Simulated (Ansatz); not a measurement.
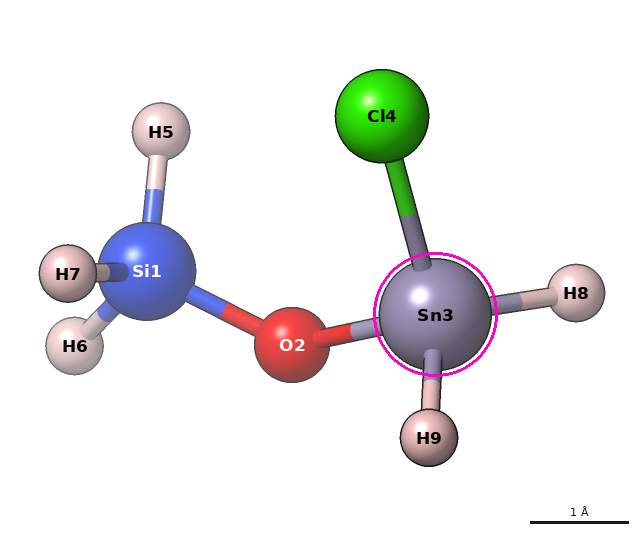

Orthographic view. Atoms fade into the background with distance from the viewer. Computed geometry: PBE-D4/def2-SVP optimisation. No frequency run is at hand to confirm it as a minimum.

Question: Name the neighbours of the circled atom.

Answer: The circled atom is Sn3; it is bonded to O2, Cl4, H8, H9.

Question: Of O2 and Sn3, which is nearer the viewer?

Answer: Sn3; the bond to O2 points away from the viewer, so it looks shorter than its 2.00 Å.

Question: Which atom is farthest from the viewer?

Answer: H6, 1.9 Å behind the mean position.

Question: What is the shortest path along bonds from the circled atom to H5?

Answer: Sn3–O2–Si1–H5, 3 bonds; through space the two are 3.90 Å apart.
